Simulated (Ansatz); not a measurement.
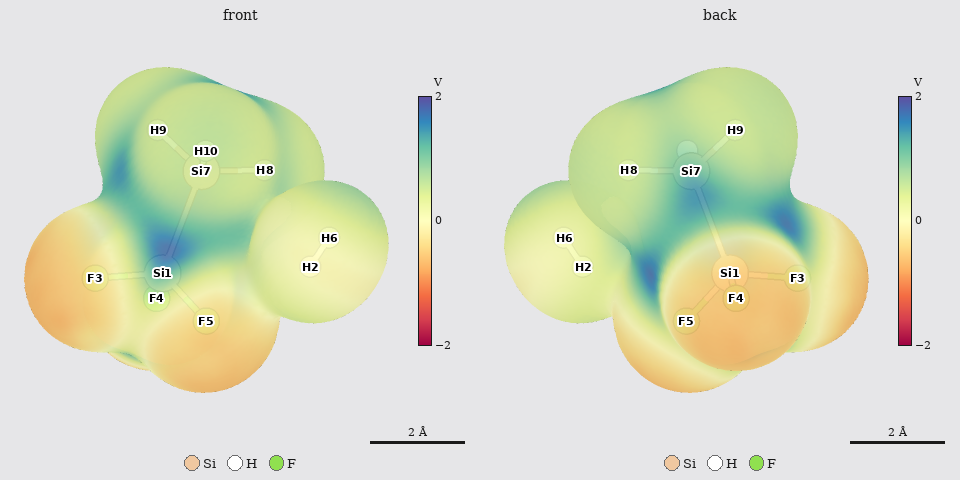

*F3H3Si2···H2. The electrostatic potential painted on the density surface at 0.002 e/bohr³, seen from the front and from behind; the colour scale runs from red (negative) to blue (positive).*

The product side of a reaction path; geometry: PBE0-D4/def2-TZVP; a saddle point, not a minimum.

Computed with RKS PBE0-D4/def2-TZVPP in Ansatz.

Input

```
crystal:
  periodic: [false, false, false]
  atoms:
    - {symbol: Si, position_ang: [-1.271335, -0.309199, -0.544974]}
    - {symbol: H, position_ang: [1.583662, 1.947985, -1.092932]}
    - {symbol: F, position_ang: [-1.562872, -1.605277, -1.403322]}
    - {symbol: F, position_ang: [-2.639183, 0.119583, 0.123364]}
    - {symbol: F, position_ang: [-0.879883, 0.836918, -1.563862]}
    - {symbol: H, position_ang: [2.201459, 1.965084, -0.673782]}
    - {symbol: Si, position_ang: [0.389476, -0.679892, 1.044322]}
    - {symbol: H, position_ang: [0.606588, 0.571315, 1.811297]}
    - {symbol: H, position_ang: [-0.064766, -1.764070, 1.950511]}
    - {symbol: H, position_ang: [1.636854, -1.082345, 0.349379]}
basis:
  gaussian: {orbitals: def2-TZVPP}
hamiltonian: {xc: pbe0, dispersion: d4}
output: {orbitals: {seedname: orbitals}}
```

Run with:

```sh
ansatz run in.yaml --threads 8 --pin off --events-out ev --progress --plain --max-ram 19148MiB
```

Question: Where is the surface potential most negative and most positive?

Answer: The most negative region (about −0.7 V) lies over F3 and F4, the most positive (about +1.7 V) over Si1.
